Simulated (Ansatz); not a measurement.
```cif
data_structure
_symmetry_space_group_name_H-M 'P 1'
_symmetry_Int_Tables_number 1
_cell_length_a 2.8154
_cell_length_b 2.8154
_cell_length_c 8.4679
_cell_angle_alpha 90.000
_cell_angle_beta 90.000
_cell_angle_gamma 90.000
_cell_volume 67.12
loop_
_atom_site_label
_atom_site_type_symbol
_atom_site_fract_x
_atom_site_fract_y
_atom_site_fract_z
_atom_site_occupancy
Fe1 Fe 0.00000 0.00000 0.83437 1
Fe2 Fe 0.50000 0.50000 0.00000 1
Fe3 Fe 0.00000 0.00000 0.16563 1
Fe4 Fe 0.50000 0.50000 0.33396 1
Fe5 Fe 0.50000 0.50000 0.66604 1
Co1 Co 0.00000 0.00000 0.50000 1
```

Space group P4/mmm; a structure generated by program, which may or may not match a known phase; changed on purpose from its base cell (volume × 0.97, shape and atoms relaxed); computed pressure about 6 GPa in this cell; spin-polarised.

Method: Ansatz 0.2.0, DFT PBE, scalar-relativistic, plane waves, PAW.

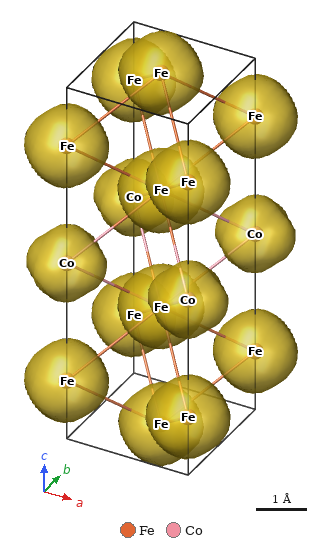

Fe₅Co. Isosurface of the spin density at +0.15 e/Å³ (yellow), seen at an oblique angle. Sticks mark near contacts.

Question: Describe the spin distribution.

Answer: The spin density sits on Fe: +2.6 μB (×2) and +2.3 μB (×3); Co: +1.8 μB in one cell of 6 atoms: parallel main moments (a ferromagnetic arrangement) in this solution. The cell of the calculation (6 atoms) carries 13.5 μB of net spin moment.
